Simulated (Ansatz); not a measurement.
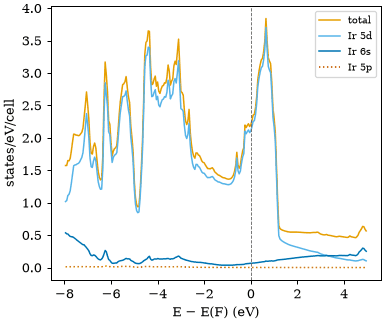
*Total and projected density of states of Ir (hcp (Mg type), P6_3/mmc), DFT-LDA in the program Ansatz with PAW potentials*

Q: Which orbitals carry the states next to the Fermi level?

A: Within 0.5 eV of the Fermi level: Ir 5d 96 %. Projections are on Löwdin-orthogonalised atomic valence shells; empty p or d shells of many metals are not among them.

Q: Where is the tallest occupied peak in this window, and what makes it?

A: Near -4.4 eV, about 3.6 states/eV per cell; the largest projected share is Ir 5d.

The workflow started from a Materials Project entry (that database holds measured and hypothetical structures alike); the Crystallography Open Database copy checked does not list it. It is not the phase usual at ambient conditions (space group No. 225). The cell was relaxed with LDA under the symmetry of its start; of distortions, only those at the zone centre were tested. No spin polarisation was allowed. Scalar-relativistic: spin–orbit coupling is off unless named, which matters more the heavier the elements.

Potentials: the later of the program's two PAW sets.
